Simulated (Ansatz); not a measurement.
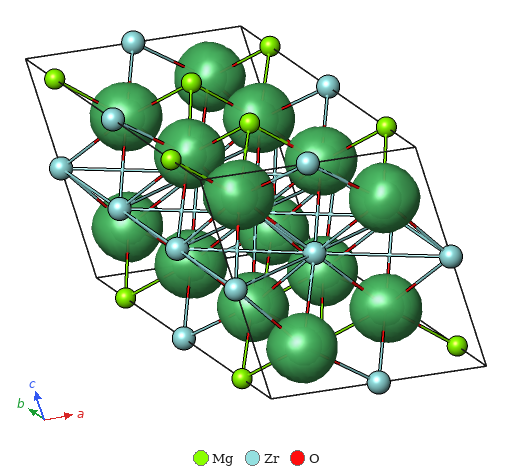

Figure. MgZr2O3. Isosurface of the ELF at 0.75 (green), seen at an oblique angle. Core shells and regions of very low density are left out. Sticks mark near contacts.

Space group C2/m; a generated structure, not necessarily the stable one.

Theory: DFT PBE, scalar-relativistic, plane waves, PAW (Ansatz).

Core electrons are frozen (PAW), and the valence fields are smoothed inside the atomic spheres.

What do the ELF domains correspond to?

Answer. The surface consists of twelve regions wrapped around O (the valence shell of each), counted in one cell of 24 atoms. Regions shared between cells count once.

Values along the shortest contacts:
Mg–O (2.08 Å): the ELF peaks at about 0.85 in the valence shell of O, 0.6 Å from its nucleus, and is about 0.30 at the midpoint. Zr–O (2.20 Å): the ELF peaks at about 0.80 in the valence shell of O, 0.6 Å from its nucleus, and drops to about 0.15 between the two atoms (no shared electron pair shows on this line).
